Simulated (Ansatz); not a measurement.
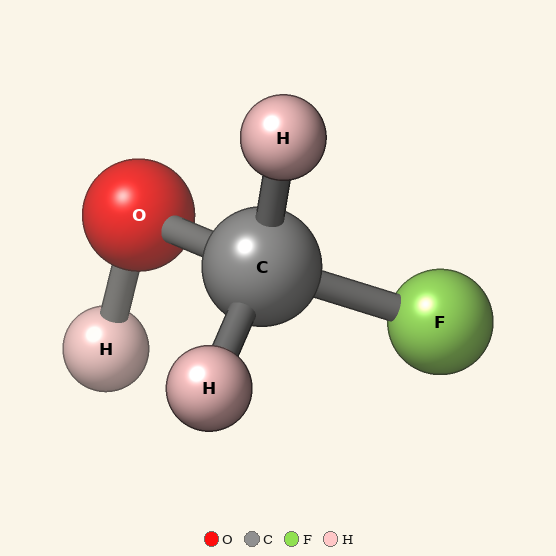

Figure made from data computed with Ansatz.

Orthographic view. Depth is shown by fading: the farther an atom, the more it takes the colour of the background. Geometry: relaxed with PBE0-D4/def2-TZVP with one coordinate held away from its value at the minimum.

### Write the InChI string.

InChI=1S/CH3FO/c2-1-3/h3H,1H2
